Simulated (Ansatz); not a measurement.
# Cs2BrCl6F, pressure series

Base system: Cs$_{2}$BrCl$_{6}$F (space group Fm-3m, No. 225; a = 10.137 Å; a cell from a computed database, its experimental status unchecked).

Cell and atoms are relaxed at each pressure.

Computed with Ansatz (a quantum-chemistry and plane-wave program), PBEsol, PAW, cutoff 420 eV, spin-orbit coupling left out.

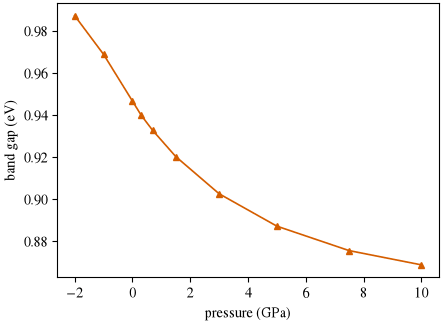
Fig. 1. Band gap against pressure

```json
[
 {"pressure (GPa)": "-2", "band gap": "0.99 eV"},
 {"pressure (GPa)": "-1", "band gap": "0.97 eV"},
 {"pressure (GPa)": "0.3", "band gap": "0.94 eV"},
 {"pressure (GPa)": "0.7", "band gap": "0.93 eV"},
 {"pressure (GPa)": "1.5", "band gap": "0.92 eV"},
 {"pressure (GPa)": "3", "band gap": "0.90 eV"},
 {"pressure (GPa)": "5", "band gap": "0.89 eV"},
 {"pressure (GPa)": "7.5", "band gap": "0.88 eV"},
 {"pressure (GPa)": "10", "band gap": "0.87 eV"}
]
```

Load acts through the strain it causes; cell and atoms are relaxed under it. No phonon test of stability was made. No other phases were tried under pressure.
